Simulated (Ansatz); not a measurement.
# Single-point calculation, with input and output: C2H3ClOS

System: C2H3ClOS.
Method: RKS B3LYP-D4/def2-TZVPP (Ansatz 0.2.0).

The geometry comes from this level: PBE0-D4/def2-TZVP. Figures and captions count atoms from 1; the log counts them from 0 in places.

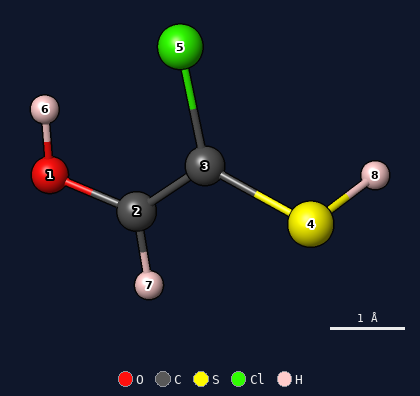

*The structure (ball-and-stick view, seen at a tilt; atoms are numbered from 1 in the order of the input).*

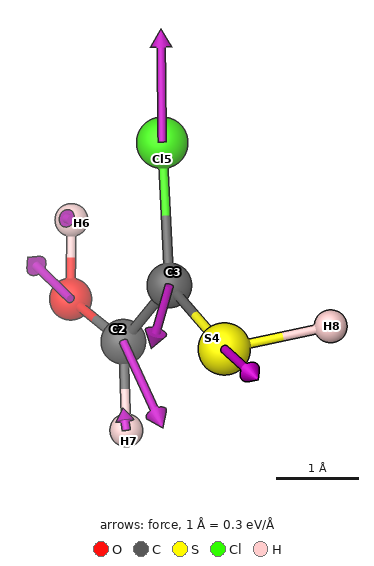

*Forces on the atoms as pink arrows (ball-and-stick view, seen at a tilt; atoms are numbered from 1 in the order of the input); the smallest are left out.*

The largest act on Cl5 (0.42 eV/Å); C2 (0.41 eV/Å); O1 (0.34 eV/Å); S4 (0.28 eV/Å), among others. The geometry is not a stationary point of this energy.

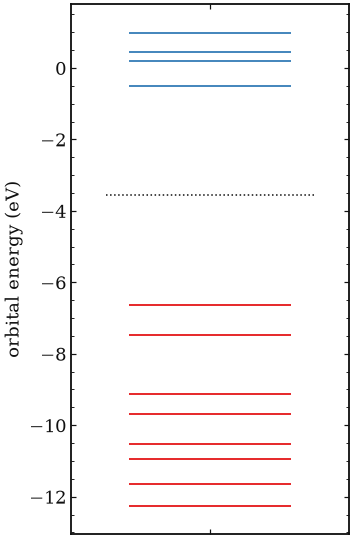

*Orbital energies near the frontier; the dotted line parts filled from empty levels, and levels within 0.02 eV of each other stand side by side.*

Highest filled −6.63 eV, lowest empty −0.49 eV, 6.14 eV apart.

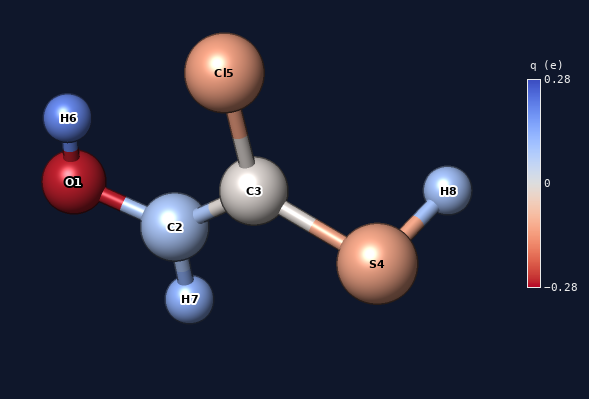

*Mulliken charges, as the colour of each atom (ball-and-stick view, seen at a tilt; atoms are numbered from 1 in the order of the input).*

By element: O −0.27, C −0.01 to +0.09, S −0.12, Cl −0.12 and H +0.10 to +0.20 e.

These pictures come from the run below.

Input file
```yaml
crystal:
  periodic: [false, false, false]
  atoms:
    - {symbol: O, position_ang: [-0.416423, 0.802517, 1.703728]}
    - {symbol: C, position_ang: [0.262345, 0.049079, 0.838741]}
    - {symbol: C, position_ang: [0.081836, 0.015339, -0.486073]}
    - {symbol: S, position_ang: [1.128579, -0.876453, -1.545507]}
    - {symbol: Cl, position_ang: [-1.170950, 1.027614, -1.158011]}
    - {symbol: H, position_ang: [-1.067262, 1.323131, 1.208953]}
    - {symbol: H, position_ang: [1.021622, -0.568426, 1.301994]}
    - {symbol: H, position_ang: [0.252354, -1.829901, -1.919726]}
basis:
  gaussian: {orbitals: def2-TZVPP}
hamiltonian: {xc: {name: B3LYP}, dispersion: d4}
output: {forces: true, orbitals: {seedname: orbitals}}
```

Command:
```bash
ansatz run in.yaml --threads 2 --pin off --events-out ev --progress --plain --max-ram 4352MiB
```

Output
```
Functional definition: B3LYP
  name "B3LYP"
  cite "Stephens, Devlin, Chabalowski & Frisch, J. Phys. Chem. 98, 11623 (1994) doi:10.1021/j100096a001"
  cite "Becke, Phys. Rev. A 38, 3098 (1988) doi:10.1103/PhysRevA.38.3098"
  cite "Lee, Yang & Parr, Phys. Rev. B 37, 785 (1988) doi:10.1103/PhysRevB.37.785"
  cite "Vosko, Wilk & Nusair, Can. J. Phys. 58, 1200 (1980) doi:10.1139/p80-159"
  parameter a0 = 0.2
  parameter ax = 0.72
  parameter ac = 0.81
  exchange = (1 - a0 - ax)*slater_x + ax*b88_x + a0*exact_x
  correlation = (1 - ac)*vwn_rpa_c + ac*lyp_c
1297 factors; their error is unknown
mean field evaluation 1: about -27524.0898 eV, gradient 5.6e1 eV
mean field evaluation 2: about -27514.1525 eV, gradient 8.8e1 eV
mean field evaluation 4: about -27530.4504 eV, gradient 7.5e0 eV
mean field evaluation 8: about -27530.5617 eV, gradient 1.8e-1 eV
mean field evaluation 16: about -27530.5968 eV, gradient 7.4e-4 eV
mean field -27530.59684762 eV, -1011.7307732412 hartree, gradient 2.2e-5 eV, S^2 0.000000; 0 other end points of the search recorded, 0 dependent functions left out
the calculation of the forces begins
reference -27530.59709649 eV, -1011.7307823870 hartree; 28, 28 occupied and 191, 191 virtual orbitals, 1297 factors
Total energy: -27530.93918399 eV, -1011.7433538706 hartree
Atom 0 at    -0.416423     0.802517     1.703728 Å, force    -0.183925     0.201416     0.199004 eV/Å
Atom 1 at     0.262345     0.049079     0.838741 Å, force     0.287215    -0.282510    -0.091103 eV/Å
Atom 2 at     0.081836     0.015339    -0.486073 Å, force     0.132477    -0.078614     0.223850 eV/Å
Atom 3 at     1.128579    -0.876453    -1.545507 Å, force     0.148500    -0.154785    -0.173823 eV/Å
Atom 4 at    -1.170950     1.027614    -1.158011 Å, force    -0.300311     0.232402    -0.183138 eV/Å
Atom 5 at    -1.067262     1.323131     1.208953 Å, force    -0.031732     0.039233     0.066492 eV/Å
Atom 6 at     1.021622    -0.568426     1.301994 Å, force    -0.065193     0.056426    -0.019725 eV/Å
Atom 7 at     0.252354    -1.829901    -1.919726 Å, force     0.012968    -0.013568    -0.021557 eV/Å
Dipole moment:    -0.091456    -0.108995     0.063383 e Å
```

Key numbers

- outcome: converged
- total energy: −27530.9392 eV
- mean-field energy: −27530.5971 eV
- dispersion energy: −0.3421 eV
- SCF solution under orbital rotations: stable
- HOMO: −6.63 eV
- LUMO: −0.49 eV
- largest force (length of the vector): 0.422 eV/Å
- dipole moment: 0.75 D
- hardware: 2 threads of Intel Xeon, 15 GiB of memory available, shared host
- wall time: 4 s (CPU time 7.6 s)
- peak memory: 0.61 GiB
